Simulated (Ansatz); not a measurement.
# CH7ClSiSn: the cost of one run

Program: Ansatz 0.2.0, Gaussian basis. Level of theory: functionals in def2-TZVPP, the program's frozen cores in correlated methods. These are calculated values, not measurements.

Levels to be run: PBE-D4, r2SCAN-D4, PBE0-D4, B3LYP-D4, ωB97X-V, ωB97M-V, B2PLYP; CCSD(T)/def2-TZVPP; MP2/def2-QZVPP; extrapolation to the limit.

## 1. The relaxed structure

An earlier PBE0-D4 in a triple-zeta def2 set relaxation fixed the geometry. Sn takes the def2 core potential; no spin-orbit term is included.

SMILES `[SiH3][CH2][SnH2][Cl]`, 11 atoms, charge 0, spin multiplicity 1.

Atoms are counted from 1 here; the program's logs count them from 0.

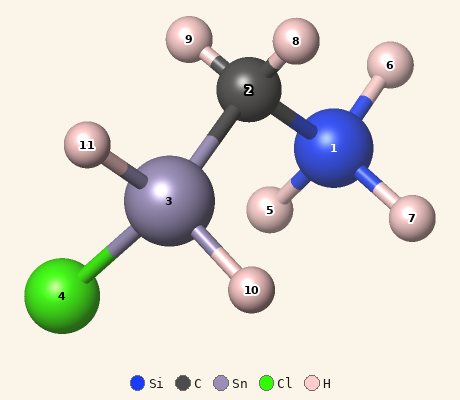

The geometry (silicon blue, carbon dark grey, tin purple, chlorine green, hydrogen pink); atoms are numbered from 1 in the order of the file.

Geometry (Å):

```xyz
11

Si   -0.64142    1.52730    0.22967
C    -0.31625   -0.22537    0.79709
Sn    0.93209   -1.36025   -0.50957
Cl   -0.20536   -1.46103   -2.55081
H    -1.36212    1.52912   -1.06779
H    -1.45561    2.26159    1.23587
H     0.65323    2.24162    0.06050
H     0.17159   -0.21732    1.77674
H    -1.25399   -0.77758    0.89816
H     2.41930   -0.59625   -0.83929
H     1.12383   -2.97902   -0.01008
```

## 2. PBE-D4 (GGA)

in.yaml reads:

```yaml
crystal:
  periodic: [false, false, false]
  atoms:
    - {symbol: Si, position_ang: [-0.641421, 1.527301, 0.229671]}
    - {symbol: C, position_ang: [-0.316254, -0.225371, 0.797088]}
    - {symbol: Sn, position_ang: [0.932092, -1.360247, -0.509565]}
    - {symbol: Cl, position_ang: [-0.205356, -1.461034, -2.550814]}
    - {symbol: H, position_ang: [-1.362124, 1.529123, -1.067788]}
    - {symbol: H, position_ang: [-1.455605, 2.261586, 1.235870]}
    - {symbol: H, position_ang: [0.653229, 2.241616, 0.060496]}
    - {symbol: H, position_ang: [0.171594, -0.217321, 1.776743]}
    - {symbol: H, position_ang: [-1.253988, -0.777579, 0.898163]}
    - {symbol: H, position_ang: [2.419298, -0.596250, -0.839286]}
    - {symbol: H, position_ang: [1.123835, -2.979024, -0.010077]}
basis:
  gaussian: {orbitals: def2-TZVPP}
hamiltonian: {xc: pbe, dispersion: d4}
output: {forces: true, orbitals: {seedname: orbitals}}
```

On the command line:

```
ansatz run in.yaml --threads 4 --pin off --events-out ev --progress --plain --max-ram 10444MiB
```

**Question.** How long does this run take on 4 threads of Arm Neoverse V1, shared host, and how much memory does it need?

About 3.1 s, with a peak of 0.38 GiB.
